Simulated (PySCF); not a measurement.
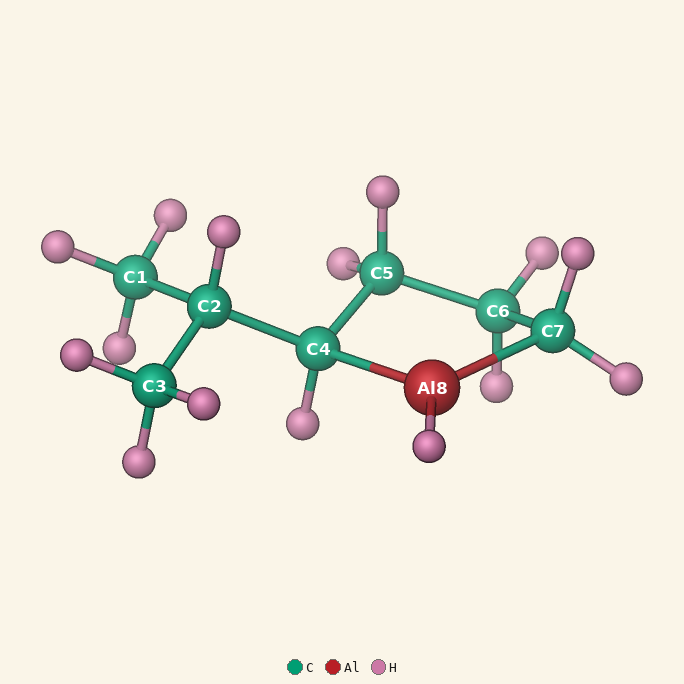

Distant atoms are faded towards the background colour. Computed geometry: PBE0-D3(BJ)/def2-SVP optimisation. No frequency run is at hand to confirm it as a minimum.

Q: What is the conformation of the ring C4–C5–C6–C7–Al8?

A: It is a twist (half-chair). The Cremer–Pople amplitude Q is 0.42 Å.

Q: Give the torsion angles round the ring, beginning with the bond from its second to its third atom.

A: −52°, 36°, −12°, −13°, 36°.
